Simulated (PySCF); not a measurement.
# C3H10O2Si2: a tour of settings

Which settings matter for C3H10O2Si2 (`CO[C@@H]1C[Si@@H]1O[SiH3]`), and how do bad ones show?

Programs: PySCF 2.14.0, with density-fitted response routines of our own. Each step states its level of theory. These are calculated values for one molecule, in the gas phase or a continuum, unless marked as measured. Atoms count from 0, in the outputs and in this text.

### Step 1. The starting structure

17 atoms, charge 0, multiplicity 1; geometry from: GFN2-xTB.

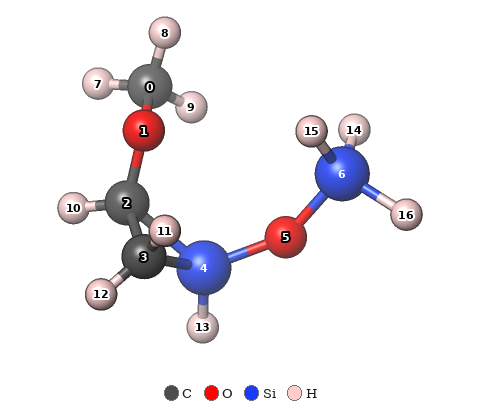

As it starts; carbon dark grey, oxygen red, silicon blue, hydrogen pink, atoms numbered.

### Step 2. Nuclear shieldings: PBE0/pcSseg-1

What the job is given:

```
{"job": {"kind": "nmr", "xc": "PBE0", "basis": "pcSseg-1"}, "charge": 0, "multiplicity": 1}
C     -1.896617     1.051064     0.559027
O     -1.276429    -0.086418     1.092864
C     -0.996906    -1.059870     0.116613
C      0.063360    -2.092447     0.561030
Si     0.642909    -0.962034    -0.820463
O      1.654918     0.247171    -0.465889
Si     2.103956     1.448208     0.543418
H     -2.874235     0.803086     0.124769
H     -2.032765     1.752401     1.380329
H     -1.275759     1.509997    -0.221455
H     -1.907593    -1.474461    -0.321033
H      0.417214    -1.940236     1.571741
H     -0.202570    -3.124648     0.383027
H      0.871167    -1.336421    -2.193750
H      1.559978     2.675257    -0.038805
H      1.580297     1.205145     1.881850
H      3.562078     1.396238     0.486279
```

With the program's defaults for keys left out, this is: GIAO PBE0/pcSseg-1 NMR shielding, non-relativistic, gas phase.

Launch:

```bash
$ OMP_NUM_THREADS=1 python probes_run.py task.json out
```

One launch serves the whole session: the jobs run in the order shown.

What it wrote:

```text
coarse grid: 14880 points
cycle   1  E = -848.9589809845  dE =  8.522e-01  |g| = 8.972e-01  |ddm| = 3.721e+00
cycle   2  E = -848.7235530104  dE =  2.354e-01  |g| = 1.429e+00  |ddm| = 1.977e+00
cycle   3  E = -849.1057048235  dE = -3.822e-01  |g| = 1.103e-01  |ddm| = 1.376e+00
cycle   4  E = -849.1074253418  dE = -1.721e-03  |g| = 6.043e-02  |ddm| = 1.444e-01
cycle   5  E = -849.1083614142  dE = -9.361e-04  |g| = 1.185e-02  |ddm| = 6.856e-02
cycle   6  E = -849.1083894976  dE = -2.808e-05  |g| = 4.549e-03  |ddm| = 1.471e-02
cycle   7  E = -849.1083934273  dE = -3.930e-06  |g| = 9.207e-04  |ddm| = 3.783e-03
final grid: 133616 points
cycle   8  E = -849.1699090999  dE = -1.889e-05  |g| = 1.318e-02  |ddm| = 2.400e-02
cycle   9  E = -849.1698646234  dE =  4.448e-05  |g| = 2.030e-02  |ddm| = 2.104e-02
cycle  10  E = -849.1699408032  dE = -7.618e-05  |g| = 1.312e-03  |ddm| = 1.383e-02
cycle  11  E = -849.1699411649  dE = -3.617e-07  |g| = 2.356e-04  |ddm| = 1.221e-03
cycle  12  E = -849.1699411739  dE = -9.039e-09  |g| = 9.843e-05  |ddm| = 2.239e-04
cycle  13  E = -849.1699411755  dE = -1.585e-09  |g| = 2.653e-05  |ddm| = 9.151e-05
cycle  14  E = -849.1699411757  dE = -1.501e-10  |g| = 6.816e-06  |ddm| = 3.502e-05
converged SCF energy = -849.1699411757

GIAO shielding tensors (ppm)
atom      isotropic    diamagn.    paramagn.     s11        s22        s33       span
  0 C      123.075     247.037    -123.962     87.933     98.828    182.463     94.530
  1 O      311.187     397.293     -86.107    269.115    324.361    340.084     70.969
  2 C      120.411     254.288    -133.878     68.258    100.596    192.378    124.120
  3 C      176.736     259.273     -82.537    152.657    179.512    198.039     45.382
  4 Si     427.063     881.553    -454.490    294.812    355.864    630.514    335.702
  5 O      361.079     399.760     -38.681    310.013    347.493    425.732    115.720
  6 Si     387.004     879.744    -492.741    349.580    351.888    459.544    109.964
  7 H       28.169      29.794      -1.625     24.160     25.798     34.550     10.390
  8 H       27.772      30.047      -2.275     24.223     24.898     34.195      9.972
  9 H       28.447      32.690      -4.243     24.163     28.228     32.950      8.787
 10 H       28.161      32.553      -4.392     23.807     27.161     33.513      9.706
 11 H       30.436      32.813      -2.377     26.457     28.849     36.003      9.547
 12 H       30.754      30.920      -0.166     25.460     26.873     39.928     14.468
 13 H       26.854      29.694      -2.840     22.129     24.904     33.529     11.401
 14 H       26.714      29.956      -3.241     23.589     24.947     31.607      8.018
 15 H       26.662      30.818      -4.156     22.920     26.416     30.650      7.730
 16 H       26.664      28.327      -1.663     22.789     24.814     32.389      9.601
```

It took 38 s on 1 thread of Intel Xeon Platinum 8488C, shared host; peak memory 0.82 GiB.

Shifts follow as δ = σ(reference) − σ, with reference shieldings (ppm) from runs at the same level and on the same kind of geometry: 1H TMS 31.72, 13C TMS 186.9, 29Si TMS 349.2, 17O H2O 336.1. The references are single molecules in the gas phase, so shifts against H2O, NH3, PH3, H3PO4 or CFCl3 are not on the usual liquid scales and can be off by tens of ppm. Atoms listed in one row are averaged.

| atoms | environment | σ (ppm) | δ (ppm) | δ scaled to CDCl3 |
| --- | --- | --- | --- | --- |
| C2 | three-membered-ring carbon | 120.4 | 66.5 | 63.0 |
| C0 | methyl carbon bonded to O | 123.1 | 63.9 | 60.4 |
| C3 | three-membered-ring carbon | 176.7 | 10.2 | 8.0 |
| H14, H15, H16 | hydrogen on a silicon bonded to O | 26.68 | 5.04 | – |
| H13 | hydrogen on a silicon bonded to 2 C, O, in a 3-membered ring | 26.85 | 4.86 | – |
| H7, H8, H9 | hydrogen on a methyl carbon bonded to O | 28.13 | 3.59 | 3.49 |
| H10 | hydrogen on a three-membered-ring carbon | 28.16 | 3.56 | 3.46 |
| H11 | hydrogen on a three-membered-ring carbon | 30.44 | 1.28 | 1.31 |
| H12 | hydrogen on a three-membered-ring carbon | 30.75 | 0.96 | 1.01 |
| O1 | ether oxygen | 311.2 | 24.9 | – |
| O5 | oxygen bonded to 2 Si | 361.1 | -25.0 | – |
| Si6 | silicon bonded to O, 3 H | 387.0 | -37.8 | – |
| Si4 | silicon bonded to 2 C, O, H, in a 3-membered ring | 427.1 | -77.9 | – |

The scaled column applies a straight-line fit of computed shieldings to shifts measured in CDCl3 (root-mean-square error 0.16 ppm for H, 1.9 ppm for C).

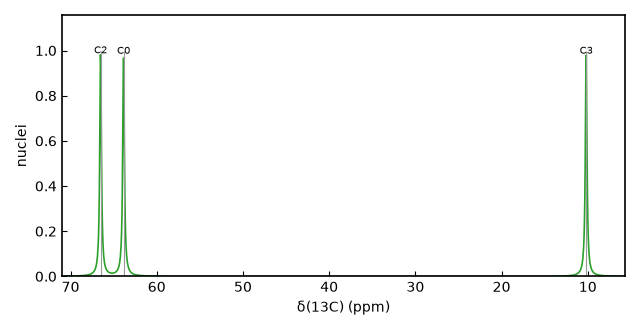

13C lines at the computed shifts, without couplings. Lines are broadened to a width of 0.23 ppm (Lorentzian).

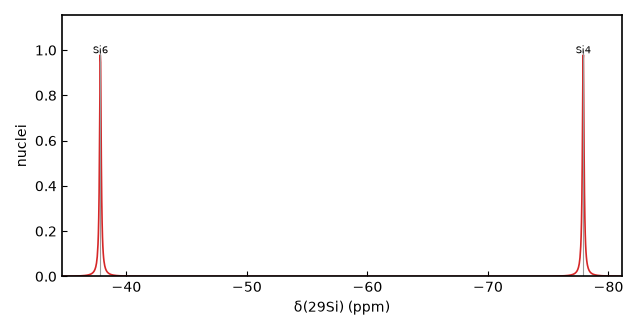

29Si lines at the computed shifts, without couplings. Lines are broadened to a width of 0.16 ppm (Lorentzian).

Charges from the same density, by scheme (e):

| atoms | Mulliken | IAO | Hirshfeld | ESP fit |
| --- | --- | --- | --- | --- |
| C0 | -0.03 | -0.19 | -0.04 | -0.29 |
| O1 | -0.49 | -0.38 | -0.13 | -0.23 |
| C2 | -0.16 | -0.19 | -0.06 | -0.05 |
| C3 | -0.47 | -0.57 | -0.19 | -0.42 |
| Si4 | 0.86 | 1.02 | 0.39 | 0.27 |
| O5 | -0.73 | -0.87 | -0.30 | -0.31 |
| Si6 | 0.73 | 0.88 | 0.40 | 0.54 |

Mulliken charges:

C0 -0.03; O1 -0.49; C2 -0.16; C3 -0.47; Si4 0.86; O5 -0.73; Si6 0.73; H7 0.09; H8 0.12; H9 0.08; H10 0.12; H11 0.16; H12 0.15; H13 -0.08; H14 -0.13; H15 -0.10; H16 -0.12

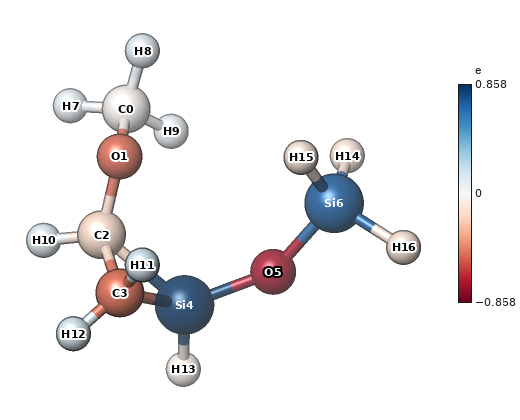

Mulliken charges, as colours on the atoms.

Mayer bond orders: C0–O1 0.93, O1–C2 0.92, C2–C3 0.88, C3–Si4 0.93, Si4–O5 0.98, O5–Si6 0.89, Si4–C2 0.88.

Ring of atoms C2, C3, Si4: NICS(0) -16.0, NICS(1) -5.6, NICS(1)zz -10.0 ppm (means of both faces; NICS(1) differs between them: -3.3 and -8.0). The ring holds saturated atoms, so no π current runs round it: these values come from its σ bonds, any local π bonds and neighbouring rings, and say nothing of aromaticity.

The two faces differ (NICS(1)zz -4.2 and -15.9 ppm, in the same order).

In rings of three or four atoms NICS is ruled by the nearby σ bonds, so it says little on aromaticity.

### Step 3. Excited states and response: PBE0/def2-SVPD

Same as in step 2 but for these lines:

```diff
@@ -1,2 +1,2 @@
-{"job": {"kind": "nmr", "xc": "PBE0", "basis": "pcSseg-1"}, "charge": 0, "multiplicity": 1}
+{"job": {"kind": "uv", "xc": "PBE0", "basis": "def2-SVPD", "nstates": 6, "ntriplets": 2}, "charge": 0, "multiplicity": 1}
 C     -1.896617     1.051064     0.559027
```

Level: TDDFT PBE0/def2-SVPD, vertical, gas phase, core orbitals frozen in the response.

What it wrote:

```text
coarse grid: 14880 points
cycle   1  E = -848.5944990049  dE =  8.012e-01  |g| = 8.439e-01  |ddm| = 5.697e+00
cycle   2  E = -848.3501872756  dE =  2.443e-01  |g| = 1.392e+00  |ddm| = 2.480e+00
cycle   3  E = -848.7339123659  dE = -3.837e-01  |g| = 1.023e-01  |ddm| = 1.518e+00
cycle   4  E = -848.7354629866  dE = -1.551e-03  |g| = 5.905e-02  |ddm| = 2.158e-01
cycle   5  E = -848.7363946566  dE = -9.317e-04  |g| = 1.089e-02  |ddm| = 9.132e-02
cycle   6  E = -848.7364206219  dE = -2.597e-05  |g| = 4.275e-03  |ddm| = 1.986e-02
cycle   7  E = -848.7364243364  dE = -3.715e-06  |g| = 9.015e-04  |ddm| = 5.822e-03
final grid: 133616 points
cycle   8  E = -848.8573545239  dE = -2.263e-05  |g| = 1.193e-02  |ddm| = 1.208e-01
cycle   9  E = -848.8573149248  dE =  3.960e-05  |g| = 1.855e-02  |ddm| = 3.089e-02
cycle  10  E = -848.8573825501  dE = -6.763e-05  |g| = 1.244e-03  |ddm| = 1.832e-02
cycle  11  E = -848.8573829096  dE = -3.596e-07  |g| = 1.802e-04  |ddm| = 1.638e-03
cycle  12  E = -848.8573829155  dE = -5.865e-09  |g| = 9.429e-05  |ddm| = 4.044e-04
cycle  13  E = -848.8573829172  dE = -1.685e-09  |g| = 2.470e-05  |ddm| = 1.418e-04
cycle  14  E = -848.8573829173  dE = -1.414e-10  |g| = 7.487e-06  |ddm| = 5.119e-05
converged SCF energy = -848.8573829173

Static polarisability (au): isotropic 93.792, principal 84.458 95.980 100.939

Singlet excitations
state   eV       nm        f      main configurations
  1   4.9304    251.5   0.00382   H->L 0.95
  2   5.8889    210.5   0.08310   H->L+1 0.93
  3   5.9567    208.1   0.00666   H->L+3 0.49, H->L+2 0.28, H->L+4 0.18
  4   6.0761    204.1   0.04611   H->L+2 0.48, H->L+3 0.37
  5   6.2922    197.0   0.02347   H->L+4 0.62, H->L+2 0.20, H->L+6 0.10
  6   6.3860    194.2   0.00004   H->L+5 0.89

Triplet excitations (Tamm-Dancoff, eV): 4.5999 4.9698
```

It took 52 s on 1 thread of Intel Xeon Platinum 8488C, shared host; peak memory 0.96 GiB.

Frontier orbitals and where they lie:

| orbital | eV | atoms |
| --- | --- | --- |
| HOMO−3 | -9.22 | Si6 27 %, O5 25 %, H16 21 % |
| HOMO−2 | -8.36 | O1 45 %, C2 15 %, C0 11 % |
| HOMO−1 | -8.00 | C3 31 %, O1 13 %, Si4 13 % |
| HOMO | -6.19 | C2 23 %, O1 21 %, Si4 20 % |
| LUMO | -0.10 | Si6 27 %, Si4 16 %, O5 11 % |
| LUMO+1 | 0.66 | Si4 24 %, H13 11 %, O5 10 % |
| LUMO+2 | 0.76 | Si6 28 %, Si4 17 %, H16 7 % |

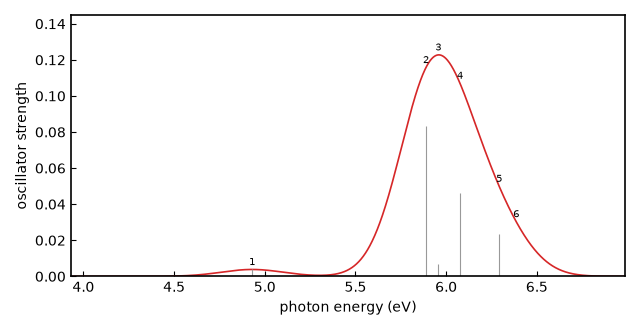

Absorption spectrum from the 6 singlet states computed; above the last one it falls off for lack of states. Lines are broadened to a width of 0.40 eV (Gaussian).

Ground-state properties from the same run:

| property | computed |
| --- | --- |
| dipole moment (D) | 0.79 |
| polarisability (Å³) | 13.90 |
| HOMO–LUMO gap (eV) | 6.09 |
| −ε(HOMO) (eV) | 6.19 |

### Step 4. Shielding tensors: wB97X-D/cc-pVDZ in chloroform

Same as in step 3 but for these lines:

```diff
@@ -1,2 +1,2 @@
-{"job": {"kind": "uv", "xc": "PBE0", "basis": "def2-SVPD", "nstates": 6, "ntriplets": 2}, "charge": 0, "multiplicity": 1}
+{"job": {"kind": "nmr", "xc": "wB97X-D", "basis": "cc-pVDZ", "solvent": "chloroform", "pop": false}, "charge": 0, "multiplicity": 1}
 C     -1.896617     1.051064     0.559027
```

With the program's defaults for keys left out, this is: GIAO wB97X-D/cc-pVDZ NMR shielding, non-relativistic, IEF-PCM chloroform.

What it wrote:

```text
coarse grid: 14880 points
cycle   1  E = -849.4980290564  dE =  1.049e+00  |g| = 8.766e-01  |ddm| = 7.145e+00
cycle   2  E = -849.4440247319  dE =  5.400e-02  |g| = 1.064e+00  |ddm| = 2.451e+00
cycle   3  E = -849.6483623768  dE = -2.043e-01  |g| = 6.557e-02  |ddm| = 1.221e+00
cycle   4  E = -849.6491774906  dE = -8.151e-04  |g| = 3.771e-02  |ddm| = 1.575e-01
cycle   5  E = -849.6495171109  dE = -3.396e-04  |g| = 7.835e-03  |ddm| = 7.214e-02
cycle   6  E = -849.6495299540  dE = -1.284e-05  |g| = 2.840e-03  |ddm| = 1.804e-02
cycle   7  E = -849.6495319221  dE = -1.968e-06  |g| = 6.567e-04  |ddm| = 5.577e-03
final grid: 133616 points
cycle   8  E = -849.6684526969  dE = -9.815e-05  |g| = 5.038e-03  |ddm| = 7.968e-02
cycle   9  E = -849.6684560903  dE = -3.393e-06  |g| = 4.435e-03  |ddm| = 1.745e-02
cycle  10  E = -849.6684603308  dE = -4.241e-06  |g| = 6.519e-04  |ddm| = 7.188e-03
cycle  11  E = -849.6684604185  dE = -8.772e-08  |g| = 3.913e-04  |ddm| = 1.988e-03
cycle  12  E = -849.6684604542  dE = -3.564e-08  |g| = 4.909e-05  |ddm| = 7.760e-04
cycle  13  E = -849.6684604553  dE = -1.146e-09  |g| = 2.427e-05  |ddm| = 1.879e-04
cycle  14  E = -849.6684604556  dE = -2.785e-10  |g| = 6.135e-06  |ddm| = 9.275e-05
converged SCF energy = -849.6684604556

GIAO shielding tensors (ppm)
atom      isotropic    diamagn.    paramagn.     s11        s22        s33       span
  0 C      139.222     246.442    -107.219    106.303    116.818    194.545     88.242
  1 O      325.116     393.684     -68.568    285.623    343.423    346.302     60.679
  2 C      137.189     249.308    -112.119     87.167    119.311    205.090    117.922
  3 C      190.279     252.760     -62.481    167.922    192.847    210.068     42.146
  4 Si     492.455     886.579    -394.125    376.379    429.500    671.485    295.106
  5 O      366.937     389.258     -22.321    320.747    358.827    421.238    100.491
  6 Si     452.101     882.253    -430.152    419.388    423.111    513.804     94.416
  7 H       28.343      29.938      -1.595     24.442     25.944     34.644     10.203
  8 H       28.008      30.457      -2.450     24.490     25.237     34.296      9.807
  9 H       28.540      33.820      -5.280     24.329     28.280     33.011      8.682
 10 H       28.365      31.936      -3.571     23.976     27.490     33.630      9.654
 11 H       30.807      32.378      -1.571     26.917     29.240     36.265      9.348
 12 H       31.001      29.799       1.202     25.838     27.195     39.969     14.131
 13 H       27.091      31.198      -4.107     22.016     25.276     33.981     11.964
 14 H       26.910      30.984      -4.074     23.549     25.199     31.982      8.433
 15 H       26.926      31.878      -4.952     22.965     26.721     31.093      8.128
 16 H       26.872      29.351      -2.479     22.769     25.012     32.835     10.065
```

Wall time 33 s (1 thread of Intel Xeon Platinum 8488C, shared host); peak memory 0.92 GiB.

This run: σ C2 137.2, C0 139.2, C3 190.3, O1 325.1, H14 26.90, H13 27.09 ppm (means over like atoms).

### Step 5. J couplings: PBE0/pcseg-1

Same as in step 4 but for these lines:

```diff
@@ -1,2 +1,2 @@
-{"job": {"kind": "nmr", "xc": "wB97X-D", "basis": "cc-pVDZ", "solvent": "chloroform", "pop": false}, "charge": 0, "multiplicity": 1}
+{"job": {"kind": "j", "xc": "PBE0", "basis": "pcseg-1", "scf": {"max_cycle": 1}}, "charge": 0, "multiplicity": 1}
 C     -1.896617     1.051064     0.559027
```

With the program's defaults for keys left out, this is: PBE0/pcseg-1 indirect spin-spin coupling, non-relativistic, gas phase.

What it wrote:

```text
final grid: 133616 points
cycle   1  E = -849.0063181971  dE =  8.398e-01  |g| = 8.030e-01  |ddm| = 4.154e+00
SCF not converged, last energy = -849.0063181971
```

It took 3.9 s on 1 thread of Intel Xeon Platinum 8488C, shared host; peak memory 0.66 GiB.

**What went wrong.** The cap of 1 cycle ended the SCF at a gradient of 8.0e-01. Cure: raise the cap. Numbers printed on the way are no properties of the molecule.

[end of part 1 of 2]
